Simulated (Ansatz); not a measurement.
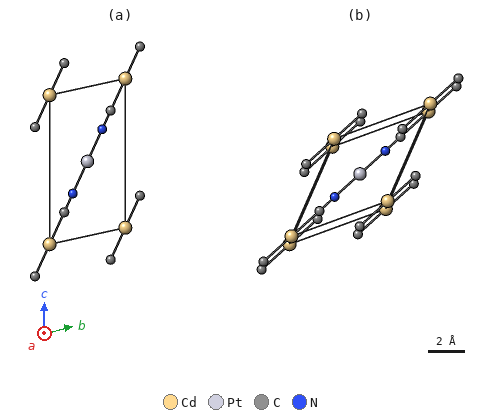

The structure of solid CdPtC2N2 (a generated structure, set up in P-1) (coarse preliminary run) before (left) and after (right) a relaxation, at one scale.

Style: ball-and-stick. Shown: the cell of the calculation, along the a axis.

Level of theory: Ansatz, DFT PBE, scalar-relativistic, plane waves, PAW. (plane-wave cutoff 420 eV; k-point mesh 4 × 4 × 2; occupations gaussian; smearing width 0.1 eV; no spin polarisation; cell and atoms relaxed; force threshold 0.04 eV/Å; at most 70 steps)

What changed between the two?

The largest moves relative to the cell, 0.11 Å, are those of C atoms. By element the largest moves are C 0.11 Å, N 0.09 Å. Pt and Cd stay in place. The volume changes by −25.5 %, with a 4.068 → 4.474 Å (+10.0 %), b 4.613 → 6.051 Å (+31.2 %), c 8.376 → 6.185 Å (−26.2 %), α 76.8° → 44.2°, β 85.3° → 68.7°, γ 70.1° → 68.3°. Near-neighbour distances that change, for instance: C–Cd 2.001 → 2.117 Å, N–Pt 2.008 → 1.924 Å, C–N 1.170 → 1.165 Å. The space group stays P-1 (No. 2). Over 19 accepted moves (22 points after the start) the energy falls by 291 meV per atom. Largest force component: 1.7 eV/Å at the start, 0.016 eV/Å at the end. Pressure: −2.44 GPa at the start and 0.04 GPa at the end. At 3 points the geometry stayed and the basis and grid were re-selected for the new cell (energy shift of 26.1 meV per atom at most each time). The run took 93 s on 1 thread of Intel(R) Xeon(R) Platinum 8488C (Sapphire Rapids) (shared host), peak memory 0.52 GiB.
